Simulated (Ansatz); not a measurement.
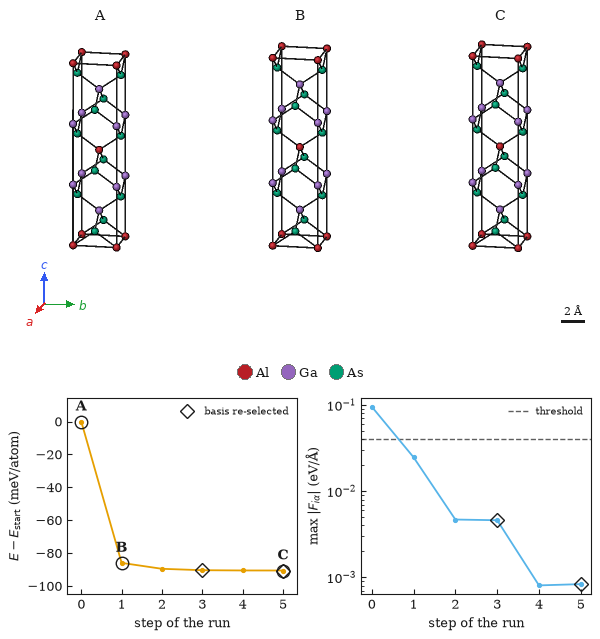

Frames of a relaxation of crystalline AlGa2As3 (a generated structure, set up in I-4m2) (coarse preliminary run), marked on the history of the run. The picture is a ball-and-stick view of the conventional cell (2 times the calculation's cell), seen slightly off an axis. Lengths and directions refer to the drawn axes.

Method: DFT PBE, scalar-relativistic, plane waves, PAW in Ansatz 0.2.0. (plane-wave cutoff 420 eV; k-point mesh 6 × 6 × 6; occupations gaussian; smearing width 0.1 eV; no spin polarisation; cell and atoms relaxed; force threshold 0.04 eV/Å; at most 70 steps)

### What happens along the run?

After 3 accepted moves (5 points after the start) the energy has fallen by 90.5 meV per atom. The largest force component goes from 0.096 to 0.00083 eV/Å. The pressure goes from 11.20 to 0.02 GPa. At 2 points the geometry stayed and the basis and grid were re-selected for the new cell (energy shift of 0.8 meV per atom at most each time). The largest moves relative to the cell, 0.010 Å, are those of As atoms. Largest moves by element: As 0.010 Å, Ga 0.002 Å. Al stays in place. The drawn cell changes as follows: a = b 3.884 → 4.064 Å (+4.6 %), c 16.480 → 17.171 Å (+4.2 %); the volume changes by +14.0 %. Among the contacts that change: As–Ga 2.379 → 2.490 Å, Al–As 2.379 → 2.480 Å. The space group stays I-4m2 (No. 119). Cost: 47 s on 1 thread of Intel(R) Xeon(R) 6975P-C (Granite Rapids), on a shared host, peak memory 0.49 GiB. From step 0 to 1: volume +10.8 %, energy −85.9 meV per atom. From step 1 to 5: volume +2.9 %, energy −4.6 meV per atom.
